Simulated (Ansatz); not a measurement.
Cost and result by functional for the adsorption energy of OH on the 1x1 (110) surface of bcc W, one in a 2x2 cell, started at the site 'hollow W-W-W', in Ansatz (plane waves, PAW). Single points on the PBE structure, on one kind of machine; costs are rough ratios of the slab run's core time (references not counted) to the cheapest single point. r2SCAN's cost holds its higher cutoff (500 against 420 eV). Differences are taken against r2SCAN for comparison alone: no measured value is at hand, so the table doesn't rank accuracy.

Model: 18-atom slab, 6.6 Å thick at the start under the adsorbate (thin: gaps and levels are the slab's own), 6x6x1 mesh, Fermi-Dirac 0.1 eV, dipole correction, 8 atoms held, the rest relaxed; no symmetry held; no spin, no spin-orbit, no U, no dispersion correction. At the end it is bonded to 3 W. In PBE it is, or lies within 0.03 eV of, the lowest of the starts that converged. These notes are the PBE run's. Adsorption energies are against H2O(g) − ½ H2(g). A negative adsorption energy means that the adsorbate is more stable on the surface than in its reference.

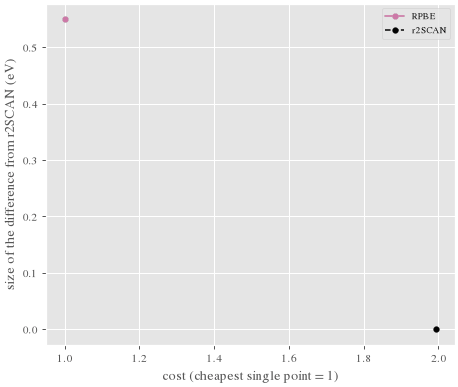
Figure: Difference from r2SCAN against cost

| functional | relative cost | adsorption energy (eV) | less r2SCAN (eV) |
|---|---|---|---|
| RPBE | 1 | -0.73 | 0.55 |
| r2SCAN | 2 | -1.28 | 0.00 |
| PBE (the relaxed run's value) | – | -0.99 | 0.29 |

The values span 0.55 eV, while the single points' costs differ by a factor of roughly 2. Differences are of unrounded values.

Ansatz is an electronic-structure program.
